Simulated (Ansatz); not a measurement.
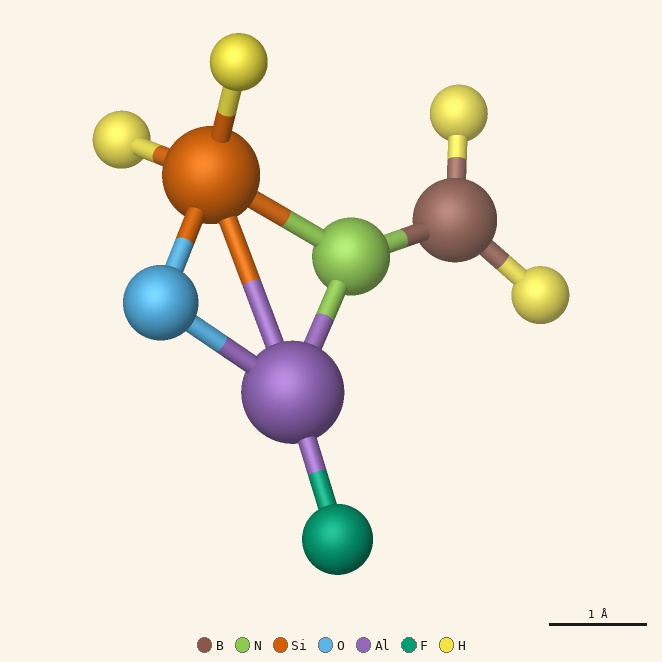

The picture shows a molecular structure as a ball-and-stick model. Every bond is drawn as one stick, whatever its order.

Computed geometry: PBE0-D4/def2-TZVP optimisation.

Description:

The molecule is AlBFH4NOSi. The point group is Cs. Coordination, clear cases only: 1 B trigonal planar.

More results for the same structure follow; atom numbers are the same in all pictures, views and colours differ.

### Vibrations

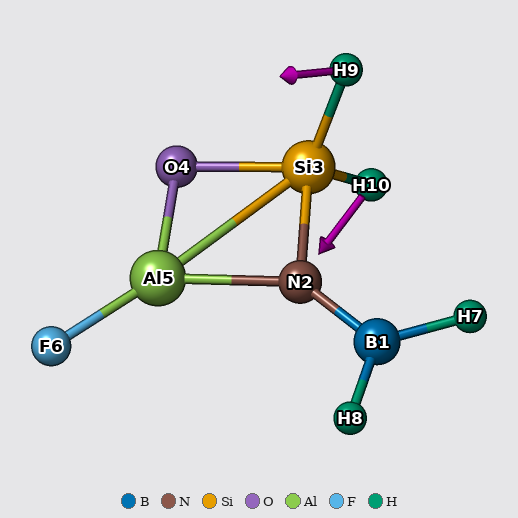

The arrows show one normal mode. Harmonic vibrations computed with RKS PBE0-D4/def2-TZVP (Ansatz 0.2.0) at a stationary point of the same level.

Estimate its harmonic wavenumber.

Answer. 1004 cm⁻¹; it is mode 16 of 24 counted from the lowest.

### Dipole moment

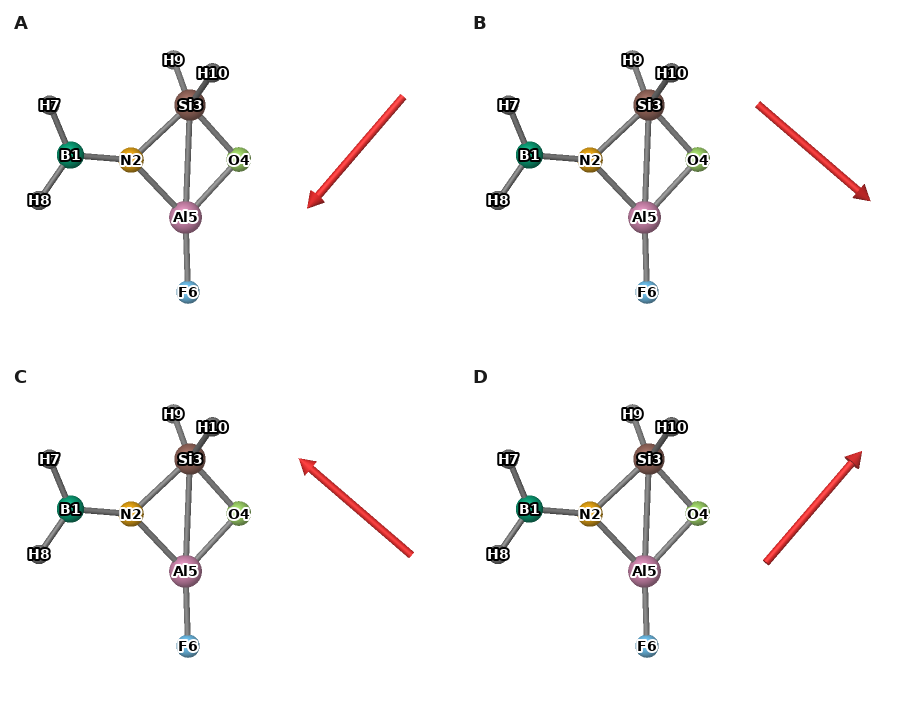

The same molecule four times, each with an arrow. Properties computed with RKS PBE0-D4/def2-TZVP (Ansatz 0.2.0).

Which arrow points along the dipole moment, from the negative to the positive end?

Answer. D. The dipole moment is 0.37 D; it points from the side of H8 to the side of H9, H10 (the outermost atoms at the two ends).

### Charges

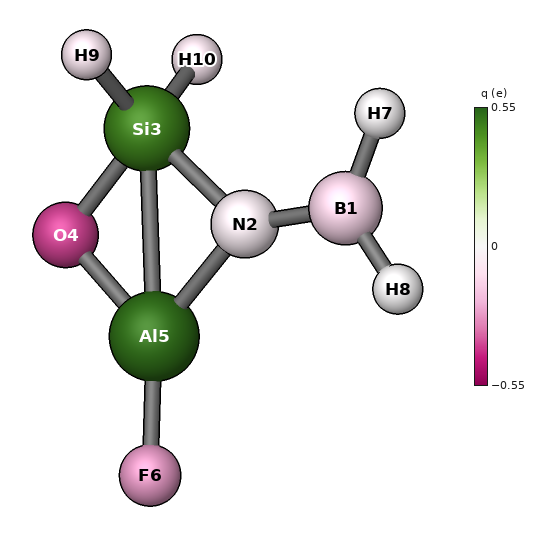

Atoms are coloured by their Mulliken charges. Level of theory: RKS PBE-D4/def2-TZVPP (Ansatz 0.2.0).

Give the Mulliken charges atom by atom.

| atom | value (e) |
| --- | --- |
| B1 | −0.13 |
| N2 | −0.05 |
| Si3 | 0.48 |
| O4 | −0.39 |
| Al5 | 0.51 |
| F6 | −0.26 |
| H7 | −0.01 |
| H8 | −0.01 |
| H9 | −0.07 |
| H10 | −0.07 |

Mulliken values depend strongly on the basis set and can even reverse the polarity of a bond.
